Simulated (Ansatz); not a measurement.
# SiH4 (silane): the energy, rung by rung

SiH4: 5 atoms, total charge 0, spin state singlet. As SMILES, `[SiH4]`. The coordinates come from a PBE0-D4/def2-TZVP relaxation.

```xyz
5

Si    0.0000    0.0000   -0.0001
H     0.9676   -0.6884    0.8909
H    -1.3310    0.0449    0.6560
H    -0.1051   -0.7403   -1.2826
H     0.4685    1.3838   -0.2642
```

Quantity: the energy change with the Si1–H2 bond stretched from 1.485 to 1.856 Å, in eV. The values are calculated.

```json
{"level": "revPBE/6-31G (restricted)", "kind": "GGA", "program": "Ansatz", "value (eV)": "0.60"}
{"level": "r2SCAN/6-31G (restricted)", "kind": "meta-GGA", "program": "Ansatz", "value (eV)": "0.67"}
{"level": "BHLYP/6-31G (restricted)", "kind": "global hybrid", "program": "Ansatz", "value (eV)": "0.74"}
{"level": "CAM-B3LYP/6-31G (restricted)", "kind": "range-separated hybrid", "program": "Ansatz", "value (eV)": "0.71"}
{"level": "wB97M-V/6-31G (restricted)", "kind": "range-separated hybrid", "program": "Ansatz", "value (eV)": "0.71"}
{"level": "MP2/6-31G (restricted)", "kind": "perturbation theory", "program": "Ansatz", "value (eV)": "0.66"}
{"level": "CCSD/6-31G (restricted)", "kind": "coupled cluster or CI", "program": "Ansatz", "value (eV)": "0.58"}
{"level": "CCSDT(Q)/6-31G (restricted)", "kind": "coupled cluster or CI", "program": "Ansatz", "value (eV)": "0.57"}
{"level": "FCI/3-21G", "kind": "exact in the basis", "program": "Ansatz", "value (eV)": "0.59"}
```

The first shape isn't each level's own minimum. The values span 0.57 to 0.74 eV. All rows use very small basis sets, so none should be taken for the real molecule's value.

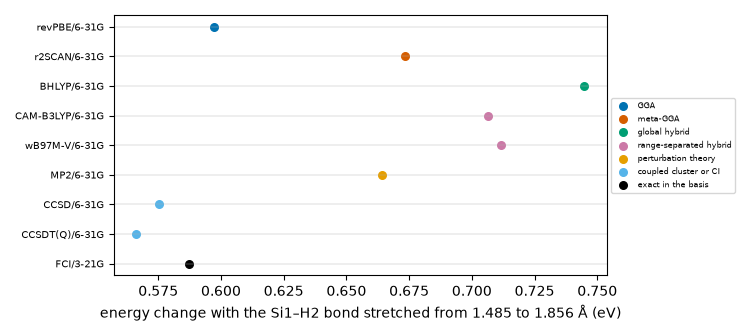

The values of the table, level by level.
